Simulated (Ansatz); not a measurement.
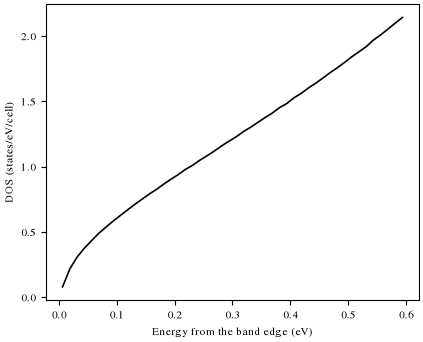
Figure: Density of states of ZnSnP$_{2}$ (I-42d) below the valence band maximum, PBEsol, rigid bands (Ansatz, a quantum-chemistry and plane-wave program); cell volume 178.3 Å³.

Question: What effective density of states at 300 K does this give (∫ g(E) exp(−E/k_BT) dE, both spins, divided by the cell's size)?

Answer: 3.3e19 cm⁻³, a density-of-states mass of 1.21 mₑ, valleys and band degeneracy included.

Spin-orbit coupling is left out; where it splits the top of the valence band, N_v and the p-type Seebeck coefficient come out somewhat high without it. Geometry: cell and atoms relaxed with PBEsol.

Computed structure, not matched to a measured one here, so possibly hypothetical: ZnSnP2 (I-42d).
